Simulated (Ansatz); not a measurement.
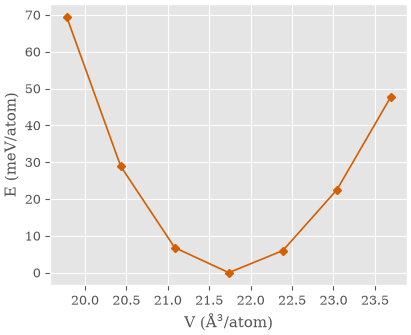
Figure: TePd (NiAs type, P6_3/mmc) under volume change, DFT-r²SCAN in the program Ansatz with PAW potentials, shape and atoms relaxed at each volume.

Q: What does a third-order Birch–Murnaghan fit give for V₀, B₀ and B′?

A: V₀ = 21.74 Å³/atom, B₀ = 104 GPa, B′ = 5.2.

The first step of the workflow began from a Materials Project structure, measured or hypothetical; the Crystallography Open Database files this formula in space group No. 194, but the cells were not matched. Whether it is the stable phase at ambient conditions was not checked. The cell was relaxed with r²SCAN under the symmetry of its start; whether a distortion lowers the energy is not shown. No spin polarisation was allowed. Spin–orbit coupling is left out wherever it is not named.

Potentials: the later of the program's two PAW sets.
